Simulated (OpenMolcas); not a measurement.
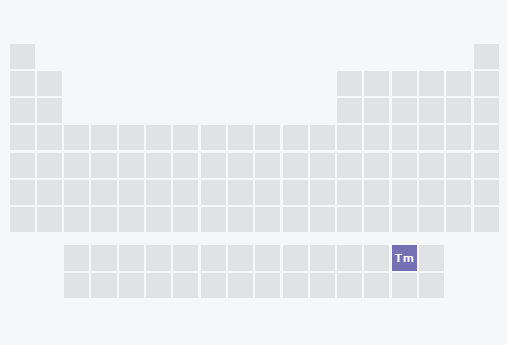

*The place of thulium in the periodic table.*

**Run report: Tm²⁺, multiconfigurational calculation**

- system: Tm²⁺.
- method: state-averaged MS-CASPT2, IPEA shift 0.25, imaginary shift 0.1 hartree, semicore shells correlated, active space 13 electrons in the shell 4f, basis ANO-R1, X2C scalar Hamiltonian, spin-orbit coupling by RASSI with atomic mean-field integrals (OpenMolcas)

### The input
```
&GATEWAY
Coord
1

Tm 0.0 0.0 0.0
Basis=ANO-R1
Group=XYZ
NoMove
AngMom=0.0 0.0 0.0
AMFI
&SEWARD
&RASSCF
FileOrb=start.orb
Symmetry=2
Spin=2
nActEl=13 0 0
Inactive=15 12
Ras2=0 7
CIRoot=7 7 1
SDav=7
CIMx=300
Iter=120 100
PrWF=0.3
OrbListing=Nothing
MaxOrb=0
Atom
>>> COPY $Project.JobIph JOB001
&RASSI
NrOfJobIphs=1 7
1 2 3 4 5 6 7
IphNames
JOB001
EJob
SpinOrbit
DIPRint=1.0
SOCoupling=1000.0
Subsets=2
MEES
Property=10
'ANGMOM' 1 'ANGMOM' 2 'ANGMOM' 3 'MLTPL  1' 1 'MLTPL  1' 2 'MLTPL  1' 3
'AMFI' 1 'AMFI' 2 'AMFI' 3 'MLTPL  2' 6
SOProperty=3
'ANGMOM' 1 'ANGMOM' 2 'ANGMOM' 3
>>> COPY JOB001 $Project.JobIph
&CASPT2
Multistate=7 1 2 3 4 5 6 7
Frozen=14 9
IPEA=0.25
Imaginary=0.1
MaxIter=60
WThr=0.0 0.3 0.05
PrWF=0.5
NoMix
Shift=0.2
Sig2=0.3
```

The file start.orb holds starting orbitals from an earlier step.

Hardware: 1 CPU thread, shared host.

Command:
```bash
OMP_NUM_THREADS=1 MOLCAS_MEM=2252 MOLCAS_PROJECT=a pymolcas a.inp > a.log  # once for each step of the input, in one work folder
```

### Log (extracts)
```
|
   -----------------------------------------------------------------------------------------
++ ---------   Input file   ---------
>>> COPY JOB001 $Project.JobIph
&CASPT2
Multistate=7 1 2 3 4 5 6 7
Frozen=14 9
IPEA=0.25
Imaginary=0.1
MaxIter=60
WThr=0.0 0.3 0.05
PrWF=0.5
NoMix
Shift=0.2
Sig2=0.3
-- ----------------------------------
>>> COPY JOB001 a.JobIph
*** symbolic link created: INPORB -> a.RasOrb
--- Start Module: caspt2 at  ---
()()()()()()()()()()()()()()()()()()()()()()()()()()()()()()()()()()()()()()()()()()()()()()()()()()
                                              &CASPT2
                                   only a single process is used
                       available to each process: 2.3 GB of memory, 1 thread
()()()()()()()()()()()()()()()()()()()()()()()()()()()()()()()()()()()()()()()()()()()()()()()()()()
 ###    ERROR: More than one intruder-state removal technique                ###
 ###    active: SHIFt/IMAGinary/SIG1/SIG2 are mutually exclusive!            ###
--- Stop Module: caspt2 at  /rc=_RC_INPUT_ERROR_ ---
.####################.
.# User input error #.
.####################.
```

### What the run reported

- outcome: refused by the program

### What went wrong

This input holds a deliberate fault: two shifts. The program refused the input; the driver noted: CASPT2 spin 2: _RC_INPUT_ERROR_.
